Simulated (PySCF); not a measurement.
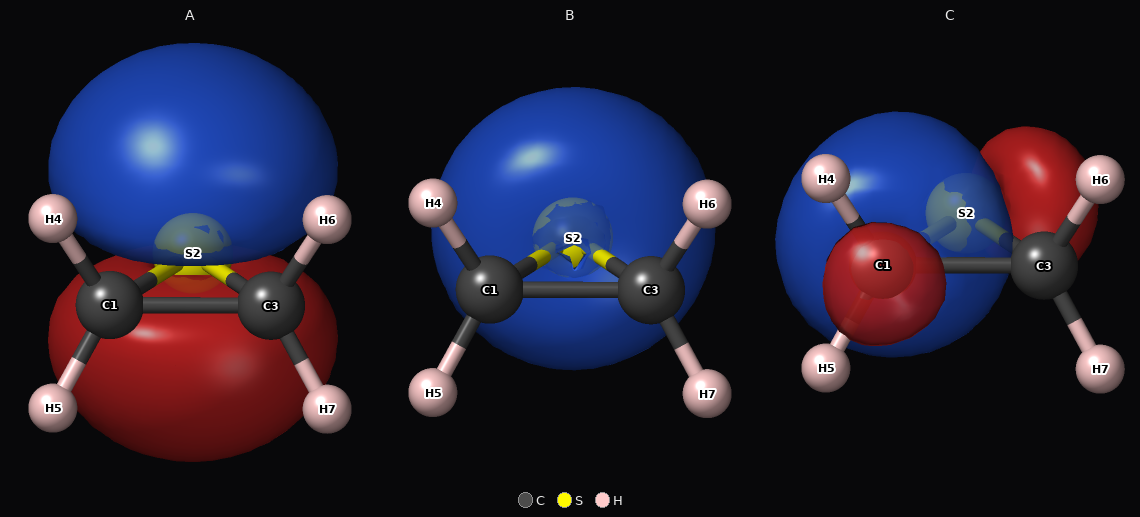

Figure. C2H4S, SMILES `C1SC1`. Pipek–Mezey orbitals, occupied; each surface holds about 85 % of the orbital's density. Energies are diagonal elements of the Fock matrix.

Computed with PySCF, BP86/def2-TZVP, geometry: GFN2-xTB. No frequency check shows the geometry to be a minimum. GFN2-xTB bond lengths at metals and heavier atoms can be off by up to 0.1 Å and shapes distorted, which carries into these values.

Identify each orbital.

Answer. By panel:
- A: lone pair on S2 (p-type) (S2 97 %; −5.8 eV)
- B: lone pair on S2 (s-type) (S2 100 %; −13.3 eV)
- C: σ bond S2–C1 (S2 52 %, C1 47 %; −11.7 eV)

Which has the smallest and which the largest spatial spread?

Answer. Smallest: B (0.96 Å); largest: A (1.25 Å).
